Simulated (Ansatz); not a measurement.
# GaH$_{5}$S: nudged elastic band

The run: nudged elastic band of GaH$_{5}$S. Method and program: RKS PBE0-D4/def2-SVP (Ansatz 0.2.0).

It belongs to a series of runs on one base structure; here: band between the two ends. Figures and captions count atoms from 1; the log counts them from 0 in places.

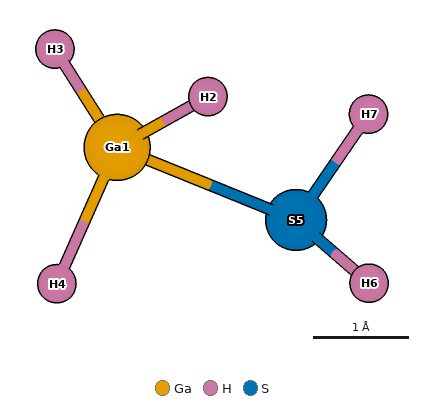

Fig. 1: The input geometry (ball-and-stick view, seen at a tilt; atoms are numbered from 1 in the order of the input). Sticks mark near contacts. Bond lengths as drawn: Ga–H 1.58 Å, Ga–S 2.63 Å and H–S 1.35 Å.

## Results in brief

- outcome: converged
- barrier, forward: 0.640 eV
- barrier, backward: 0.974 eV
- hardware: 2 threads of Arm Neoverse V1, 24 GiB of memory available, shared host
- wall time: 88 s (CPU time 2.8 min)
- peak memory: 0.17 GiB

The order of the saddle point was not checked.

## Input file
```yaml
crystal:
  periodic: [false, false, false]
  atoms:
    - { symbol: Ga, position_ang: [-0.0446, 0.093518, -0.013797] }
    - { symbol: H, position_ang: [-0.564102, 0.534758, 1.409851] }
    - { symbol: H, position_ang: [1.486281, 0.257574, -0.348936] }
    - { symbol: H, position_ang: [-1.083614, -0.053632, -1.189617] }
    - { symbol: S, position_ang: [0.09676, -2.481438, 0.485871] }
    - { symbol: H, position_ang: [-1.117884, -2.619787, 1.062517] }
    - { symbol: H, position_ang: [0.727759, -2.395893, 1.677912] }
basis:
  gaussian: { orbitals: def2-SVP }
hamiltonian:
  xc: pbe0
  dispersion: d4
neb:
  order_check: false
  images: 6
  f_tol: 0.03
  max_iterations: 60
  climbing: false
  final_atoms:
    - { symbol: Ga, position_ang: [0.10085198, -0.69940102, -0.35458422] }
    - { symbol: H, position_ang: [0.05079055, 0.37201438, 2.11234756] }
    - { symbol: H, position_ang: [1.48634014, 9.993e-05, -0.51343938] }
    - { symbol: H, position_ang: [-1.30563051, -0.03964758, -0.52315737] }
    - { symbol: S, position_ang: [0.19329268, -2.86898004, 0.05525967] }
    - { symbol: H, position_ang: [-1.14522187, -3.05083258, 0.06992559] }
    - { symbol: H, position_ang: [0.12017703, -0.37815309, 2.23744914] }
  initial_path:
    images:
      - { positions_ang: [[-0.0446, 0.093518, -0.013797], [-0.564102, 0.534758, 1.409851], [1.486281, 0.257574, -0.348936], [-1.083614, -0.053632, -1.189617], [0.09676, -2.481438, 0.485871], [-1.117884, -2.619787, 1.062517], [0.727759, -2.395893, 1.677912]] }
      - { positions_ang: [[-0.01252527, 0.06022419, -0.01894852], [-0.39895638, 0.39617541, 1.54590544], [1.4748851, 0.14669601, -0.47066297], [-1.1360435, -0.03116373, -1.09456403], [0.07202358, -2.46651728, 0.59536788], [-1.01821428, -2.79320208, 0.76535919], [0.51943075, -1.97711252, 1.76134401]] }
      - { positions_ang: [[0.01954946, 0.02693037, -0.02410005], [-0.23381076, 0.25759281, 1.68195987], [1.46348919, 0.03581801, -0.59238995], [-1.188473, -0.00869545, -0.99951106], [0.04728717, -2.45159656, 0.70486476], [-0.91854456, -2.96661716, 0.46820139], [0.3111025, -1.55833203, 1.84477603]] }
      - { positions_ang: [[0.05162419, -0.00636344, -0.02925157], [-0.06866514, 0.11901022, 1.81801431], [1.45209329, -0.07505998, -0.71411692], [-1.24090249, 0.01377282, -0.90445809], [0.02255075, -2.43667583, 0.81436165], [-0.81887485, -3.14003223, 0.17104358], [0.10277425, -1.13955155, 1.92820804]] }
      - { positions_ang: [[0.07240304, -0.11963759, -0.07793546], [0.01917666, 0.09576113, 1.91837096], [1.45210174, -0.11184199, -0.7376174], [-1.27261914, 0.01577059, -0.80924957], [0.03634114, -2.49203898, 0.75284574], [-0.82278026, -3.20161017, 0.02924481], [0.01597682, -0.85130299, 2.00814192]] }
      - { positions_ang: [[0.08188602, -0.31289206, -0.17015171], [0.02971462, 0.18784555, 1.98302983], [1.46351454, -0.07452802, -0.66289139], [-1.28362293, -0.00270213, -0.71388551], [0.08865832, -2.617686, 0.52031705], [-0.9302608, -3.15135098, 0.04280507], [0.05071023, -0.69358635, 2.08457766]] }
      - { positions_ang: [[0.091369, -0.50614654, -0.26236796], [0.04025258, 0.27992996, 2.0476887], [1.47492734, -0.03721404, -0.58816539], [-1.29462672, -0.02117486, -0.61852144], [0.1409755, -2.74333302, 0.28778836], [-1.03774133, -3.10109178, 0.05636533], [0.08544363, -0.53586972, 2.1610134]] }
      - { positions_ang: [[0.10085198, -0.69940102, -0.35458422], [0.05079055, 0.37201438, 2.11234756], [1.48634014, 9.993e-05, -0.51343938], [-1.30563051, -0.03964758, -0.52315737], [0.19329268, -2.86898004, 0.05525967], [-1.14522187, -3.05083258, 0.06992559], [0.12017703, -0.37815309, 2.23744914]] }
```

Run as:
```bash
ansatz run input.yaml --threads 2 --pin off --max-ram 3072MiB --backend cpu --events-out ev --progress --plain --runs-dir out
```

## What the program printed
```
Engine: ansatz 0.2.0, aarch64-unknown-linux-gnu
Functional definition: PBE0
  parameter a = 0.25
  parameter kappa = 0.804
  parameter beta = 0.06672455060314922
  exchange = (1 - a)*pbe_x(kappa = kappa, mu = beta*pi^2/3) + a*exact_x
  correlation = pbe_c(beta = beta)
787 factors; integrals over basis functions are off by at most 2.9e-4 eV
mean field evaluation 1: about -63272.7066 eV, gradient 1.9e1 eV
mean field evaluation 2: about -63273.0395 eV, gradient 1.8e1 eV
mean field evaluation 4: about -63273.3709 eV, gradient 2.3e-1 eV
mean field evaluation 8: about -63273.3693 eV, gradient 1.1e-2 eV
mean field -63273.36933218 eV, -2325.2534347273 hartree, gradient 5.6e-5 eV, S^2 0.000000; 0 other end points of the search recorded, 0 dependent functions left out
the calculation of the forces begins
reference -63273.36936020 eV, -2325.2534357571 hartree; 26, 26 occupied and 49, 49 virtual orbitals, 787 factors
789 factors; integrals over basis functions are off by at most 3.6e-4 eV
mean field evaluation 16: about -63273.6956 eV, gradient 2.0e0 eV
mean field -63273.70414609 eV, -2325.2657389119 hartree, gradient 2.6e-5 eV, S^2 0.000000; 0 other end points of the search recorded, 0 dependent functions left out
[... from here on the field's lines of each further geometry are left out, up to the last ...]
NEB iter   1: max|band force component| = 1.263e1 eV/Å  barrier→ = 2.3405 eV  barrier← = 2.6737 eV  Δτ_max = 0.2000 Å  (180 SCF iters)
NEB iter   2: max|band force component| = 4.788e0 eV/Å  barrier→ = 1.1647 eV  barrier← = 1.4979 eV  Δτ_max = 0.2000 Å  (155 SCF iters)
NEB iter   3: max|band force component| = 1.692e0 eV/Å  barrier→ = 0.7133 eV  barrier← = 1.0466 eV  Δτ_max = 0.2000 Å  (156 SCF iters)
NEB iter   4: max|band force component| = 1.090e0 eV/Å  barrier→ = 0.6646 eV  barrier← = 0.9978 eV  Δτ_max = 0.1667 Å  (155 SCF iters)
NEB iter   5: max|band force component| = 5.980e-1 eV/Å  barrier→ = 0.6747 eV  barrier← = 1.0079 eV  Δτ_max = 0.0582 Å  (145 SCF iters)
NEB iter   6: max|band force component| = 2.628e-1 eV/Å  barrier→ = 0.6673 eV  barrier← = 1.0005 eV  Δτ_max = 0.0299 Å  (137 SCF iters)
NEB iter   7: max|band force component| = 5.487e-2 eV/Å  barrier→ = 0.6658 eV  barrier← = 0.9990 eV  Δτ_max = 0.0242 Å  (129 SCF iters)
NEB iter   8: max|band force component| = 3.834e-2 eV/Å  barrier→ = 0.6641 eV  barrier← = 0.9973 eV  Δτ_max = 0.0474 Å  (125 SCF iters)
NEB iter   9: max|band force component| = 5.456e-2 eV/Å  barrier→ = 0.6574 eV  barrier← = 0.9906 eV  Δτ_max = 0.0237 Å  (128 SCF iters)
NEB iter  10: max|band force component| = 4.319e-2 eV/Å  barrier→ = 0.6496 eV  barrier← = 0.9828 eV  Δτ_max = 0.0232 Å  (134 SCF iters)
the calculation of the forces begins
reference -63273.66572923 eV, -2325.2643271183 hartree; 26, 26 occupied and 49, 49 virtual orbitals, 789 factors
789 factors; integrals over basis functions are off by at most 8.6e-4 eV
mean field evaluation 544: about -63272.7241 eV, gradient 2.3e-4 eV
mean field -63272.72405901 eV, -2325.2297213759 hartree, gradient 4.1e-5 eV, S^2 0.000000; 1 other end points of the search recorded, 0 dependent functions left out
the calculation of the forces begins
reference -63272.72408578 eV, -2325.2297223595 hartree; 26, 26 occupied and 49, 49 virtual orbitals, 789 factors
NEB iter  11: max|band force component| = 1.988e-2 eV/Å  barrier→ = 0.6404 eV  barrier← = 0.9736 eV  Δτ_max = 0.0000 Å  (265 SCF iters)
```

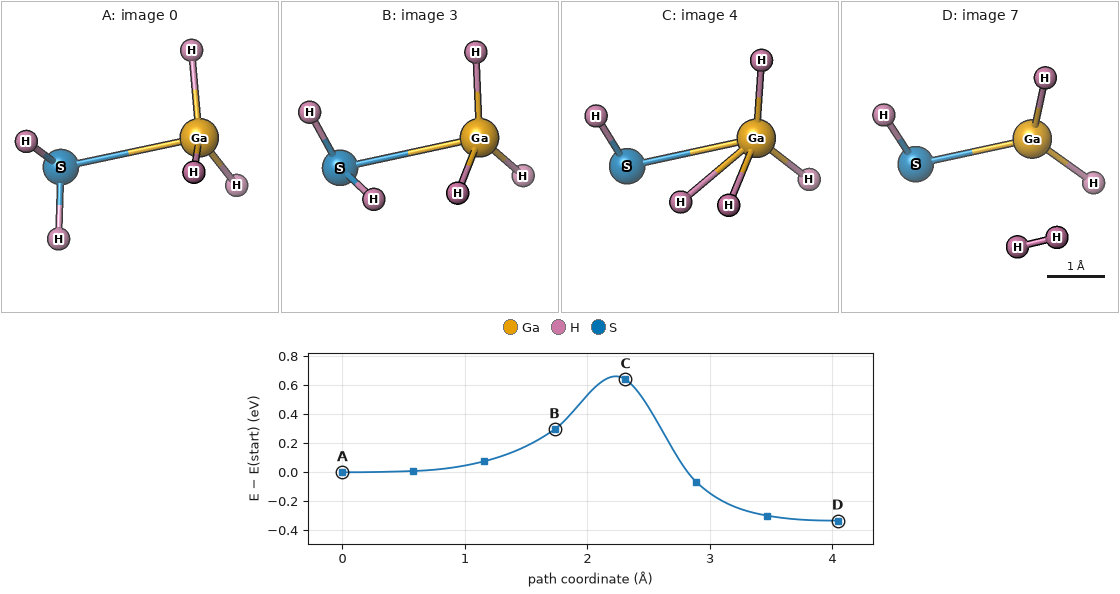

Fig. 2: Images of the last band (counted from 0; ball-and-stick, seen on its broad side) above the energy along the path; the line is a cubic interpolation that uses the forces. The highest image is number 4, 0.640 eV above the start and 0.974 eV above the end; the end lies 0.333 eV below the start. The path is 4.04 Å long. The band converged in 11 iterations.

```
Total energy: -63272.82968324 eV, -2325.2336029947 hartree
Atom 0 at     0.102192    -0.263463    -0.113896 Å, force     0.052606    -0.280094    -0.147217 eV/Å
Atom 1 at    -0.095884    -0.116812     1.636990 Å, force     0.002724    -0.168004     0.117534 eV/Å
Atom 2 at     1.541181     0.229417    -0.439135 Å, force    -0.007216     0.003480     0.079542 eV/Å
Atom 3 at    -1.269586     0.012258    -0.793921 Å, force    -0.030108     0.015922     0.084893 eV/Å
Atom 4 at     0.263655    -2.590357     0.628238 Å, force     0.011334    -0.038847    -0.137174 eV/Å
Atom 5 at    -1.071538    -2.801434     0.620830 Å, force     0.007732     0.001681    -0.025218 eV/Å
Atom 6 at     0.030580    -1.134509     1.544697 Å, force    -0.037072     0.465862     0.027640 eV/Å
Dipole moment:    -0.212585     0.103520     0.045479 e Å
this run last wrote the band of iteration 11 to [file]
```

## The last band as extended XYZ (Å, eV, eV/Å)
```
7
Properties=species:S:1:pos:R:3:forces:R:3 image=0 energy=-63273.47003
Ga   -0.0446    0.0935   -0.0138   -0.0070   0.0039  -0.0056
H    -0.5641    0.5348    1.4099    0.0003  -0.0013   0.0010
H     1.4863    0.2576   -0.3489    0.0006  -0.0038   0.0011
H    -1.0836   -0.0536   -1.1896    0.0017   0.0016   0.0013
S     0.0968   -2.4814    0.4859   -0.0041   0.0001   0.0142
H    -1.1179   -2.6198    1.0625    0.0118   0.0033  -0.0058
H     0.7278   -2.3959    1.6779   -0.0033  -0.0037  -0.0061
7
Properties=species:S:1:pos:R:3:forces:R:3 image=1 energy=-63273.46142
Ga   -0.0053    0.0899   -0.0156   -0.0024   0.0009   0.0006
H    -0.3787    0.5558    1.4456   -0.0092   0.0103  -0.0030
H     1.4744    0.2748   -0.5196    0.0018   0.0022   0.0034
H    -1.1653   -0.1092   -1.0645    0.0051  -0.0022  -0.0068
S     0.2180   -2.4714    0.5733   -0.0051   0.0036  -0.0080
H    -1.0973   -2.7060    0.7726   -0.0057   0.0058   0.0104
H     0.4547   -2.2988    1.8919    0.0155  -0.0206   0.0034
7
Properties=species:S:1:pos:R:3:forces:R:3 image=2 energy=-63273.39474
Ga    0.0483    0.0389   -0.0228   -0.0160   0.0391   0.0104
H    -0.2057    0.4025    1.4973   -0.0159   0.1055  -0.0290
H     1.5026    0.2235   -0.5901   -0.0094  -0.0001  -0.0294
H    -1.2017   -0.0695   -0.9721    0.0162  -0.0036  -0.0325
S     0.2603   -2.5168    0.6654   -0.0034   0.0168  -0.0344
H    -1.0593   -2.8040    0.6257   -0.0067   0.0126  -0.0131
H     0.1561   -1.9395    1.8803    0.0353  -0.1703   0.1280
7
Properties=species:S:1:pos:R:3:forces:R:3 image=3 energy=-63273.17371
Ga    0.0765   -0.0466   -0.0243   -0.0329   0.2489   0.0963
H    -0.1483    0.1510    1.5543   -0.0340   0.2830  -0.0668
H     1.5416    0.2035   -0.5130   -0.0073  -0.0214  -0.0886
H    -1.2247   -0.0385   -0.8954    0.0339  -0.0299  -0.0748
S     0.2574   -2.5797    0.7166   -0.0099  -0.0093   0.0621
H    -1.0708   -2.8119    0.6333   -0.0061  -0.0032  -0.0070
H     0.0689   -1.5426    1.6124    0.0562  -0.4680   0.0787
7
Properties=species:S:1:pos:R:3:forces:R:3 image=4 energy=-63272.82966
Ga    0.1022   -0.2635   -0.1139    0.0526  -0.2801  -0.1472
H    -0.0959   -0.1168    1.6370    0.0027  -0.1680   0.1175
H     1.5412    0.2294   -0.4391   -0.0072   0.0035   0.0795
H    -1.2696    0.0123   -0.7939   -0.0301   0.0159   0.0849
S     0.2637   -2.5904    0.6282    0.0113  -0.0388  -0.1372
H    -1.0715   -2.8014    0.6208    0.0077   0.0017  -0.0252
H     0.0306   -1.1345    1.5447   -0.0371   0.4659   0.0276
7
Properties=species:S:1:pos:R:3:forces:R:3 image=5 energy=-63273.53637
Ga    0.1309   -0.5077   -0.2583    0.0522  -0.3708  -0.2381
H    -0.0801   -0.0590    1.8100   -0.0189   0.1090   0.2436
H     1.5149    0.1990   -0.4213   -0.0393  -0.0360   0.0444
H    -1.2660    0.0479   -0.6886    0.0158  -0.0006   0.0994
S     0.2572   -2.6909    0.3532    0.0167  -0.1509  -0.3613
H    -1.0739   -2.8163    0.5582    0.0262  -0.0320  -0.0788
H     0.0175   -0.8379    1.7306   -0.0526   0.4814   0.2908
7
Properties=species:S:1:pos:R:3:forces:R:3 image=6 energy=-63273.76859
Ga    0.1285   -0.6197   -0.3327    0.0015  -0.0328  -0.0204
H    -0.0348    0.1528    1.9982    0.0026   0.0594   0.0489
H     1.5085    0.0925   -0.4946   -0.0016  -0.0248  -0.0153
H    -1.2750    0.0186   -0.5902   -0.0006  -0.0145   0.0188
S     0.2318   -2.7799    0.1752   -0.0014  -0.0225  -0.0425
H    -1.1014   -2.9187    0.3453   -0.0010  -0.0303  -0.0585
H     0.0430   -0.6105    1.9826    0.0005   0.0655   0.0689
7
Properties=species:S:1:pos:R:3:forces:R:3 image=7 energy=-63273.80325
Ga    0.1009   -0.6994   -0.3546   -0.0106   0.0065   0.0060
H     0.0508    0.3720    2.1123    0.0004  -0.0030   0.0016
H     1.4863    0.0001   -0.5134    0.0051   0.0007  -0.0005
H    -1.3056   -0.0396   -0.5232    0.0032  -0.0026  -0.0051
S     0.1933   -2.8690    0.0553    0.0001  -0.0059  -0.0048
H    -1.1452   -3.0508    0.0699    0.0016   0.0018   0.0043
H     0.1202   -0.3782    2.2374    0.0001   0.0027  -0.0015
```
